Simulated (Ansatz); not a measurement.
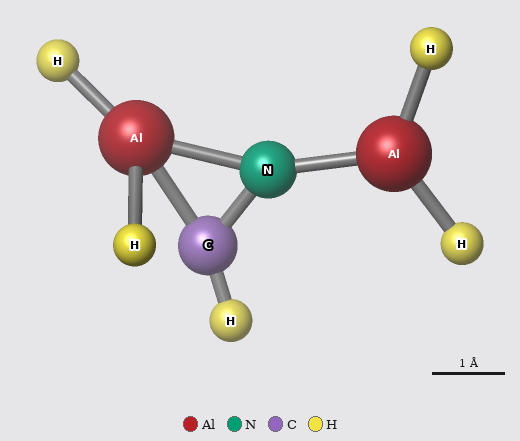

Fig. 1: The input geometry (ball-and-stick view, seen at a tilt). Sticks mark near contacts. Bond lengths as drawn: Al–C 1.82 Å, Al–H 1.56 to 1.77 Å, Al–N 1.78 to 1.90 Å, C–H 1.10 Å and C–N 1.40 Å.

Molecular dynamics of CH₅Al₂N (part 1 of 4)

CH₅Al₂N, computed with RKS B3LYP/def2-SVP (Ansatz 0.2.0).

It belongs to a series of runs on one base structure; here: dynamics from the highest image of the converged band.

### What the program printed
```
Engine: ansatz 0.2.0, x86_64-unknown-linux-gnu
Functional definition: B3LYP
  parameter a0 = 0.2
  parameter ax = 0.72
  parameter ac = 0.81
  exchange = (1 - a0 - ax)*slater_x + ax*b88_x + a0*exact_x
  correlation = (1 - ac)*vwn_rpa_c + ac*lyp_c
937 factors; integrals over basis functions are off by at most 4.0e-4 eV
mean field evaluation 1: about -15782.8609 eV, gradient 6.9e1 eV
mean field evaluation 2: about -15708.7094 eV, gradient 1.6e2 eV
mean field evaluation 4: about -15794.4934 eV, gradient 7.3e0 eV
mean field evaluation 8: about -15794.6520 eV, gradient 2.4e-1 eV
mean field evaluation 16: about -15794.6522 eV, gradient 2.8e-5 eV
mean field -15794.65218626 eV, -580.4427618455 hartree, gradient 2.8e-5 eV, S^2 0.000000; 0 other end points of the search recorded, 0 dependent functions left out
the calculation of the forces begins
reference -15794.65247039 eV, -580.4427722867 hartree; 22, 22 occupied and 67, 67 virtual orbitals, 937 factors
md step     0: t =     0.00 fs  T =   300.0 K  F+E_penalty+E_count = -15794.65218626 eV  E_kin = 0.271446 eV  conserved = -15794.38074027 eV  (26 SCF iters)
these checks for a lower state are left out or cut short: starts, cluster_reference, orbital_swaps, neighbouring_geometries, increment
937 factors; integrals over basis functions are off by at most 4.1e-4 eV
mean field -15794.64815785 eV, -580.4426138039 hartree, gradient 4.1e-5 eV, S^2 0.000000; 0 other end points of the search recorded, 0 dependent functions left out
the calculation of the forces begins
reference -15794.64844232 eV, -580.4426242581 hartree; 22, 22 occupied and 67, 67 virtual orbitals, 937 factors
md step     1: t =     0.50 fs  T =   295.6 K  F+E_penalty+E_count = -15794.64815785 eV  E_kin = 0.267501 eV  conserved = -15794.38065663 eV  (27 SCF iters)
[... from here on the SCF iterations and repeated set-up lines of each step are left out, up to the last step ...]
md step     2: t =     1.00 fs  T =   283.6 K  F+E_penalty+E_count = -15794.63710717 eV  E_kin = 0.256603 eV  conserved = -15794.38050421 eV  (28 SCF iters)
md step     3: t =     1.50 fs  T =   266.3 K  F+E_penalty+E_count = -15794.62131428 eV  E_kin = 0.240992 eV  conserved = -15794.38032260 eV  (28 SCF iters)
md step     4: t =     2.00 fs  T =   246.9 K  F+E_penalty+E_count = -15794.60356371 eV  E_kin = 0.223415 eV  conserved = -15794.38014852 eV  (28 SCF iters)
md step     5: t =     2.50 fs  T =   228.3 K  F+E_penalty+E_count = -15794.58655987 eV  E_kin = 0.206550 eV  conserved = -15794.38000993 eV  (27 SCF iters)
md step     6: t =     3.00 fs  T =   212.8 K  F+E_penalty+E_count = -15794.57247280 eV  E_kin = 0.192549 eV  conserved = -15794.37992362 eV  (25 SCF iters)
md step     7: t =     3.50 fs  T =   202.0 K  F+E_penalty+E_count = -15794.56265929 eV  E_kin = 0.182764 eV  conserved = -15794.37989523 eV  (25 SCF iters)
md step     8: t =     4.00 fs  T =   196.3 K  F+E_penalty+E_count = -15794.55756822 eV  E_kin = 0.177649 eV  conserved = -15794.37991929 eV  (25 SCF iters)
md step     9: t =     4.50 fs  T =   195.5 K  F+E_penalty+E_count = -15794.55682857 eV  E_kin = 0.176848 eV  conserved = -15794.37998025 eV  (26 SCF iters)
md step    10: t =     5.00 fs  T =   198.3 K  F+E_penalty+E_count = -15794.55950699 eV  E_kin = 0.179454 eV  conserved = -15794.38005318 eV  (27 SCF iters)
md step    11: t =     5.50 fs  T =   203.8 K  F+E_penalty+E_count = -15794.56450490 eV  E_kin = 0.184396 eV  conserved = -15794.38010891 eV  (28 SCF iters)
md step    12: t =     6.00 fs  T =   211.0 K  F+E_penalty+E_count = -15794.57101336 eV  E_kin = 0.190890 eV  conserved = -15794.38012308 eV  (27 SCF iters)
md step    13: t =     6.50 fs  T =   219.7 K  F+E_penalty+E_count = -15794.57888360 eV  E_kin = 0.198796 eV  conserved = -15794.38008771 eV  (27 SCF iters)
md step    14: t =     7.00 fs  T =   230.7 K  F+E_penalty+E_count = -15794.58873575 eV  E_kin = 0.208716 eV  conserved = -15794.38002009 eV  (28 SCF iters)
md step    15: t =     7.50 fs  T =   245.0 K  F+E_penalty+E_count = -15794.60168013 eV  E_kin = 0.221720 eV  conserved = -15794.37996034 eV  (28 SCF iters)
md step    16: t =     8.00 fs  T =   263.9 K  F+E_penalty+E_count = -15794.61870006 eV  E_kin = 0.238746 eV  conserved = -15794.37995406 eV  (28 SCF iters)
md step    17: t =     8.50 fs  T =   287.3 K  F+E_penalty+E_count = -15794.63997062 eV  E_kin = 0.259945 eV  conserved = -15794.38002545 eV  (28 SCF iters)
md step    18: t =     9.00 fs  T =   314.3 K  F+E_penalty+E_count = -15794.66450491 eV  E_kin = 0.284344 eV  conserved = -15794.38016115 eV  (28 SCF iters)
md step    19: t =     9.50 fs  T =   342.7 K  F+E_penalty+E_count = -15794.69037378 eV  E_kin = 0.310059 eV  conserved = -15794.38031464 eV  (29 SCF iters)
md step    20: t =    10.00 fs  T =   370.2 K  F+E_penalty+E_count = -15794.71542273 eV  E_kin = 0.334991 eV  conserved = -15794.38043194 eV  (28 SCF iters)
md step    21: t =    10.50 fs  T =   395.3 K  F+E_penalty+E_count = -15794.73811683 eV  E_kin = 0.357639 eV  conserved = -15794.38047767 eV  (27 SCF iters)
md step    22: t =    11.00 fs  T =   417.4 K  F+E_penalty+E_count = -15794.75811177 eV  E_kin = 0.377664 eV  conserved = -15794.38044814 eV  (28 SCF iters)
md step    23: t =    11.50 fs  T =   437.6 K  F+E_penalty+E_count = -15794.77634282 eV  E_kin = 0.395976 eV  conserved = -15794.38036685 eV  (28 SCF iters)
md step    24: t =    12.00 fs  T =   458.0 K  F+E_penalty+E_count = -15794.79469580 eV  E_kin = 0.414432 eV  conserved = -15794.38026353 eV  (28 SCF iters)
md step    25: t =    12.50 fs  T =   481.2 K  F+E_penalty+E_count = -15794.81554020 eV  E_kin = 0.435386 eV  conserved = -15794.38015452 eV  (28 SCF iters)
md step    26: t =    13.00 fs  T =   509.9 K  F+E_penalty+E_count = -15794.84142932 eV  E_kin = 0.461400 eV  conserved = -15794.38002941 eV  (28 SCF iters)
md step    27: t =    13.50 fs  T =   547.4 K  F+E_penalty+E_count = -15794.87512305 eV  E_kin = 0.495254 eV  conserved = -15794.37986874 eV  (27 SCF iters)
md step    28: t =    14.00 fs  T =   596.8 K  F+E_penalty+E_count = -15794.91971881 eV  E_kin = 0.540038 eV  conserved = -15794.37968110 eV  (27 SCF iters)
md step    29: t =    14.50 fs  T =   661.8 K  F+E_penalty+E_count = -15794.97838374 eV  E_kin = 0.598846 eV  conserved = -15794.37953761 eV  (27 SCF iters)
md step    30: t =    15.00 fs  T =   744.6 K  F+E_penalty+E_count = -15795.05327092 eV  E_kin = 0.673717 eV  conserved = -15794.37955385 eV  (27 SCF iters)
md step    31: t =    15.50 fs  T =   844.5 K  F+E_penalty+E_count = -15795.14390319 eV  E_kin = 0.764090 eV  conserved = -15794.37981338 eV  (27 SCF iters)
md step    32: t =    16.00 fs  T =   956.9 K  F+E_penalty+E_count = -15795.24609661 eV  E_kin = 0.865809 eV  conserved = -15794.38028722 eV  (26 SCF iters)
md step    33: t =    16.50 fs  T =  1073.9 K  F+E_penalty+E_count = -15795.35249559 eV  E_kin = 0.971660 eV  conserved = -15794.38083561 eV  (26 SCF iters)
md step    34: t =    17.00 fs  T =  1186.3 K  F+E_penalty+E_count = -15795.45469450 eV  E_kin = 1.073405 eV  conserved = -15794.38128967 eV  (26 SCF iters)
md step    35: t =    17.50 fs  T =  1286.7 K  F+E_penalty+E_count = -15795.54576435 eV  E_kin = 1.164217 eV  conserved = -15794.38154734 eV  (26 SCF iters)
md step    36: t =    18.00 fs  T =  1370.7 K  F+E_penalty+E_count = -15795.62183456 eV  E_kin = 1.240229 eV  conserved = -15794.38160534 eV  (26 SCF iters)
md step    37: t =    18.50 fs  T =  1437.5 K  F+E_penalty+E_count = -15795.68223677 eV  E_kin = 1.300710 eV  conserved = -15794.38152668 eV  (26 SCF iters)
md step    38: t =    19.00 fs  T =  1489.0 K  F+E_penalty+E_count = -15795.72863989 eV  E_kin = 1.347254 eV  conserved = -15794.38138628 eV  (26 SCF iters)
md step    39: t =    19.50 fs  T =  1528.2 K  F+E_penalty+E_count = -15795.76394508 eV  E_kin = 1.382710 eV  conserved = -15794.38123517 eV  (26 SCF iters)
md step    40: t =    20.00 fs  T =  1558.7 K  F+E_penalty+E_count = -15795.79147066 eV  E_kin = 1.410376 eV  conserved = -15794.38109456 eV  (26 SCF iters)
md step    41: t =    20.50 fs  T =  1584.4 K  F+E_penalty+E_count = -15795.81452976 eV  E_kin = 1.433559 eV  conserved = -15794.38097055 eV  (27 SCF iters)
md step    42: t =    21.00 fs  T =  1608.4 K  F+E_penalty+E_count = -15795.83621052 eV  E_kin = 1.455337 eV  conserved = -15794.38087350 eV  (26 SCF iters)
md step    43: t =    21.50 fs  T =  1633.8 K  F+E_penalty+E_count = -15795.85911104 eV  E_kin = 1.478286 eV  conserved = -15794.38082504 eV  (26 SCF iters)
md step    44: t =    22.00 fs  T =  1662.3 K  F+E_penalty+E_count = -15795.88491823 eV  E_kin = 1.504060 eV  conserved = -15794.38085775 eV  (26 SCF iters)
md step    45: t =    22.50 fs  T =  1694.1 K  F+E_penalty+E_count = -15795.91387454 eV  E_kin = 1.532874 eV  conserved = -15794.38100050 eV  (26 SCF iters)
md step    46: t =    23.00 fs  T =  1727.5 K  F+E_penalty+E_count = -15795.94433093 eV  E_kin = 1.563070 eV  conserved = -15794.38126128 eV  (26 SCF iters)
md step    47: t =    23.50 fs  T =  1758.4 K  F+E_penalty+E_count = -15795.97265812 eV  E_kin = 1.591053 eV  conserved = -15794.38160476 eV  (26 SCF iters)
md step    48: t =    24.00 fs  T =  1781.5 K  F+E_penalty+E_count = -15795.99383408 eV  E_kin = 1.611898 eV  conserved = -15794.38193644 eV  (26 SCF iters)
md step    49: t =    24.50 fs  T =  1791.3 K  F+E_penalty+E_count = -15796.00291977 eV  E_kin = 1.620810 eV  conserved = -15794.38210987 eV  (25 SCF iters)
md step    50: t =    25.00 fs  T =  1785.2 K  F+E_penalty+E_count = -15795.99724893 eV  E_kin = 1.615261 eV  conserved = -15794.38198827 eV  (26 SCF iters)
md step    51: t =    25.50 fs  T =  1764.8 K  F+E_penalty+E_count = -15795.97837791 eV  E_kin = 1.596817 eV  conserved = -15794.38156139 eV  (26 SCF iters)
md step    52: t =    26.00 fs  T =  1736.3 K  F+E_penalty+E_count = -15795.95211198 eV  E_kin = 1.571070 eV  conserved = -15794.38104245 eV  (26 SCF iters)
md step    53: t =    26.50 fs  T =  1707.0 K  F+E_penalty+E_count = -15795.92536113 eV  E_kin = 1.544564 eV  conserved = -15794.38079746 eV  (26 SCF iters)
md step    54: t =    27.00 fs  T =  1679.8 K  F+E_penalty+E_count = -15795.90097007 eV  E_kin = 1.519895 eV  conserved = -15794.38107497 eV  (26 SCF iters)
md step    55: t =    27.50 fs  T =  1649.6 K  F+E_penalty+E_count = -15795.87433970 eV  E_kin = 1.492580 eV  conserved = -15794.38176007 eV  (26 SCF iters)
md step    56: t =    28.00 fs  T =  1605.6 K  F+E_penalty+E_count = -15795.83519050 eV  E_kin = 1.452761 eV  conserved = -15794.38242909 eV  (26 SCF iters)
md step    57: t =    28.50 fs  T =  1537.4 K  F+E_penalty+E_count = -15795.77368973 eV  E_kin = 1.391033 eV  conserved = -15794.38265675 eV  (26 SCF iters)
md step    58: t =    29.00 fs  T =  1441.6 K  F+E_penalty+E_count = -15795.68665269 eV  E_kin = 1.304373 eV  conserved = -15794.38227943 eV  (26 SCF iters)
md step    59: t =    29.50 fs  T =  1324.6 K  F+E_penalty+E_count = -15795.58000676 eV  E_kin = 1.198565 eV  conserved = -15794.38144193 eV  (27 SCF iters)
md step    60: t =    30.00 fs  T =  1200.5 K  F+E_penalty+E_count = -15795.46668723 eV  E_kin = 1.086206 eV  conserved = -15794.38048083 eV  (27 SCF iters)
md step    61: t =    30.50 fs  T =  1085.2 K  F+E_penalty+E_count = -15795.36162226 eV  E_kin = 0.981883 eV  conserved = -15794.37973969 eV  (27 SCF iters)
md step    62: t =    31.00 fs  T =   991.5 K  F+E_penalty+E_count = -15795.27651473 eV  E_kin = 0.897101 eV  conserved = -15794.37941337 eV  (27 SCF iters)
md step    63: t =    31.50 fs  T =   925.4 K  F+E_penalty+E_count = -15795.21678349 eV  E_kin = 0.837293 eV  conserved = -15794.37949032 eV  (26 SCF iters)
md step    64: t =    32.00 fs  T =   886.1 K  F+E_penalty+E_count = -15795.18155915 eV  E_kin = 0.801739 eV  conserved = -15794.37982016 eV  (27 SCF iters)
md step    65: t =    32.50 fs  T =   868.2 K  F+E_penalty+E_count = -15795.16581485 eV  E_kin = 0.785578 eV  conserved = -15794.38023732 eV  (27 SCF iters)
md step    66: t =    33.00 fs  T =   864.5 K  F+E_penalty+E_count = -15795.16285215 eV  E_kin = 0.782206 eV  conserved = -15794.38064566 eV  (27 SCF iters)
md step    67: t =    33.50 fs  T =   867.4 K  F+E_penalty+E_count = -15795.16587212 eV  E_kin = 0.784850 eV  conserved = -15794.38102199 eV  (27 SCF iters)
md step    68: t =    34.00 fs  T =   869.9 K  F+E_penalty+E_count = -15795.16848337 eV  E_kin = 0.787109 eV  conserved = -15794.38137435 eV  (27 SCF iters)
md step    69: t =    34.50 fs  T =   865.4 K  F+E_penalty+E_count = -15795.16475313 eV  E_kin = 0.783066 eV  conserved = -15794.38168683 eV  (27 SCF iters)
md step    70: t =    35.00 fs  T =   848.5 K  F+E_penalty+E_count = -15795.14958817 eV  E_kin = 0.767701 eV  conserved = -15794.38188679 eV  (27 SCF iters)
md step    71: t =    35.50 fs  T =   815.7 K  F+E_penalty+E_count = -15795.11992353 eV  E_kin = 0.738072 eV  conserved = -15794.38185111 eV  (27 SCF iters)
md step    72: t =    36.00 fs  T =   768.2 K  F+E_penalty+E_count = -15795.07657266 eV  E_kin = 0.695100 eV  conserved = -15794.38147230 eV  (27 SCF iters)
md step    73: t =    36.50 fs  T =   712.8 K  F+E_penalty+E_count = -15795.02570426 eV  E_kin = 0.644930 eV  conserved = -15794.38077459 eV  (26 SCF iters)
md step    74: t =    37.00 fs  T =   661.2 K  F+E_penalty+E_count = -15794.97825294 eV  E_kin = 0.598256 eV  conserved = -15794.37999659 eV  (27 SCF iters)
md step    75: t =    37.50 fs  T =   626.3 K  F+E_penalty+E_count = -15794.94618083 eV  E_kin = 0.566670 eV  conserved = -15794.37951116 eV  (27 SCF iters)
md step    76: t =    38.00 fs  T =   616.0 K  F+E_penalty+E_count = -15794.93689582 eV  E_kin = 0.557325 eV  conserved = -15794.37957093 eV  (27 SCF iters)
md step    77: t =    38.50 fs  T =   629.3 K  F+E_penalty+E_count = -15794.94951468 eV  E_kin = 0.569416 eV  conserved = -15794.38009913 eV  (27 SCF iters)
md step    78: t =    39.00 fs  T =   657.8 K  F+E_penalty+E_count = -15794.97593832 eV  E_kin = 0.595185 eV  conserved = -15794.38075353 eV  (27 SCF iters)
md step    79: t =    39.50 fs  T =   690.4 K  F+E_penalty+E_count = -15795.00587696 eV  E_kin = 0.624687 eV  conserved = -15794.38119027 eV  (27 SCF iters)
md step    80: t =    40.00 fs  T =   719.3 K  F+E_penalty+E_count = -15795.03208053 eV  E_kin = 0.650819 eV  conserved = -15794.38126126 eV  (27 SCF iters)
md step    81: t =    40.50 fs  T =   742.4 K  F+E_penalty+E_count = -15795.05280303 eV  E_kin = 0.671780 eV  conserved = -15794.38102296 eV  (27 SCF iters)
md step    82: t =    41.00 fs  T =   763.2 K  F+E_penalty+E_count = -15795.07117839 eV  E_kin = 0.690543 eV  conserved = -15794.38063583 eV  (27 SCF iters)
md step    83: t =    41.50 fs  T =   787.6 K  F+E_penalty+E_count = -15795.09288427 eV  E_kin = 0.712618 eV  conserved = -15794.38026577 eV  (27 SCF iters)
md step    84: t =    42.00 fs  T =   821.8 K  F+E_penalty+E_count = -15795.12358249 eV  E_kin = 0.743552 eV  conserved = -15794.38003042 eV  (26 SCF iters)
md step    85: t =    42.50 fs  T =   869.8 K  F+E_penalty+E_count = -15795.16703010 eV  E_kin = 0.787049 eV  conserved = -15794.37998148 eV  (27 SCF iters)
md step    86: t =    43.00 fs  T =   932.9 K  F+E_penalty+E_count = -15795.22418691 eV  E_kin = 0.844076 eV  conserved = -15794.38011093 eV  (27 SCF iters)
md step    87: t =    43.50 fs  T =  1008.9 K  F+E_penalty+E_count = -15795.29325294 eV  E_kin = 0.912880 eV  conserved = -15794.38037305 eV  (27 SCF iters)
md step    88: t =    44.00 fs  T =  1093.7 K  F+E_penalty+E_count = -15795.37032151 eV  E_kin = 0.989612 eV  conserved = -15794.38070942 eV  (27 SCF iters)
md step    89: t =    44.50 fs  T =  1181.7 K  F+E_penalty+E_count = -15795.45026362 eV  E_kin = 1.069197 eV  conserved = -15794.38106652 eV  (27 SCF iters)
md step    90: t =    45.00 fs  T =  1266.7 K  F+E_penalty+E_count = -15795.52756831 eV  E_kin = 1.146170 eV  conserved = -15794.38139870 eV  (27 SCF iters)
md step    91: t =    45.50 fs  T =  1343.3 K  F+E_penalty+E_count = -15795.59707809 eV  E_kin = 1.215419 eV  conserved = -15794.38165910 eV  (26 SCF iters)
md step    92: t =    46.00 fs  T =  1406.8 K  F+E_penalty+E_count = -15795.65472539 eV  E_kin = 1.272934 eV  conserved = -15794.38179139 eV  (26 SCF iters)
md step    93: t =    46.50 fs  T =  1455.1 K  F+E_penalty+E_count = -15795.69836673 eV  E_kin = 1.316628 eV  conserved = -15794.38173904 eV  (26 SCF iters)
md step    94: t =    47.00 fs  T =  1488.8 K  F+E_penalty+E_count = -15795.72857752 eV  E_kin = 1.347098 eV  conserved = -15794.38147941 eV  (26 SCF iters)
md step    95: t =    47.50 fs  T =  1511.7 K  F+E_penalty+E_count = -15795.74891921 eV  E_kin = 1.367844 eV  conserved = -15794.38107483 eV  (26 SCF iters)
md step    96: t =    48.00 fs  T =  1529.9 K  F+E_penalty+E_count = -15795.76501417 eV  E_kin = 1.384326 eV  conserved = -15794.38068848 eV  (26 SCF iters)
md step    97: t =    48.50 fs  T =  1549.2 K  F+E_penalty+E_count = -15795.78223383 eV  E_kin = 1.401708 eV  conserved = -15794.38052540 eV  (25 SCF iters)
md step    98: t =    49.00 fs  T =  1571.8 K  F+E_penalty+E_count = -15795.80288246 eV  E_kin = 1.422180 eV  conserved = -15794.38070214 eV  (26 SCF iters)
md step    99: t =    49.50 fs  T =  1595.3 K  F+E_penalty+E_count = -15795.82464115 eV  E_kin = 1.443485 eV  conserved = -15794.38115575 eV  (26 SCF iters)
md step   100: t =    50.00 fs  T =  1613.4 K  F+E_penalty+E_count = -15795.84149981 eV  E_kin = 1.459825 eV  conserved = -15794.38167506 eV  (26 SCF iters)
md step   101: t =    50.50 fs  T =  1618.8 K  F+E_penalty+E_count = -15795.84671812 eV  E_kin = 1.464688 eV  conserved = -15794.38203057 eV  (26 SCF iters)
md step   102: t =    51.00 fs  T =  1606.9 K  F+E_penalty+E_count = -15795.83605452 eV  E_kin = 1.453967 eV  conserved = -15794.38208716 eV  (26 SCF iters)
md step   103: t =    51.50 fs  T =  1578.0 K  F+E_penalty+E_count = -15795.80964416 eV  E_kin = 1.427795 eV  conserved = -15794.38184916 eV  (26 SCF iters)
md step   104: t =    52.00 fs  T =  1536.7 K  F+E_penalty+E_count = -15795.77190039 eV  E_kin = 1.390470 eV  conserved = -15794.38143068 eV  (26 SCF iters)
md step   105: t =    52.50 fs  T =  1490.7 K  F+E_penalty+E_count = -15795.72979809 eV  E_kin = 1.348799 eV  conserved = -15794.38099959 eV  (26 SCF iters)
md step   106: t =    53.00 fs  T =  1447.4 K  F+E_penalty+E_count = -15795.69036465 eV  E_kin = 1.309654 eV  conserved = -15794.38071024 eV  (26 SCF iters)
md step   107: t =    53.50 fs  T =  1412.2 K  F+E_penalty+E_count = -15795.65839389 eV  E_kin = 1.277754 eV  conserved = -15794.38064032 eV  (26 SCF iters)
md step   108: t =    54.00 fs  T =  1386.5 K  F+E_penalty+E_count = -15795.63529990 eV  E_kin = 1.254533 eV  conserved = -15794.38076710 eV  (26 SCF iters)
md step   109: t =    54.50 fs  T =  1368.7 K  F+E_penalty+E_count = -15795.61944862 eV  E_kin = 1.238450 eV  conserved = -15794.38099825 eV  (26 SCF iters)
md step   110: t =    55.00 fs  T =  1355.3 K  F+E_penalty+E_count = -15795.60751866 eV  E_kin = 1.226286 eV  conserved = -15794.38123244 eV  (26 SCF iters)
md step   111: t =    55.50 fs  T =  1342.4 K  F+E_penalty+E_count = -15795.59601487 eV  E_kin = 1.214609 eV  conserved = -15794.38140574 eV  (26 SCF iters)
md step   112: t =    56.00 fs  T =  1327.1 K  F+E_penalty+E_count = -15795.58224814 eV  E_kin = 1.200748 eV  conserved = -15794.38150043 eV  (26 SCF iters)
md step   113: t =    56.50 fs  T =  1307.6 K  F+E_penalty+E_count = -15795.56463470 eV  E_kin = 1.183110 eV  conserved = -15794.38152455 eV  (26 SCF iters)
```
